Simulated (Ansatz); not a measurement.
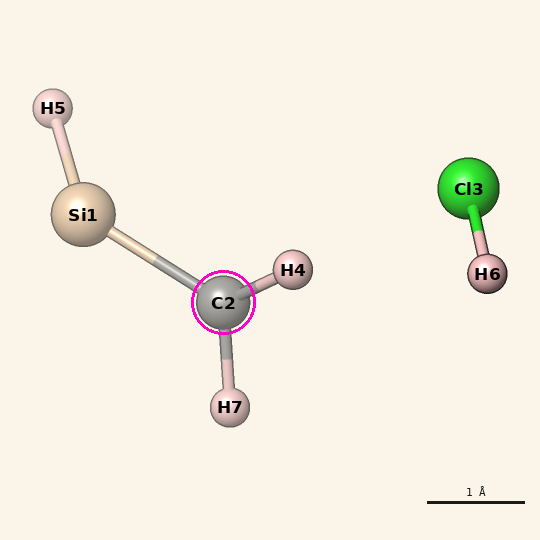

Orthographic view. Atoms fade into the background with distance from the viewer. The species has charge +1 and is a spin singlet. The geometry was computed by an optimisation with PBE-D4/def2-SVP. No frequency run is at hand to confirm it as a minimum.

Q: Name the neighbours of the circled atom.

A: The circled atom is C2; it is bonded to Si1, H4, H7.

Q: Of C2 and H4, which is nearer the viewer?

A: H4; the bond to C2 points away from the viewer, so it looks shorter than its 1.13 Å.

Q: Which atom is farthest from the viewer?

A: H5, 1.7 Å behind the mean position.

Q: Which two atoms are farthest apart in space?

A: H5 and H6, 6.28 Å.
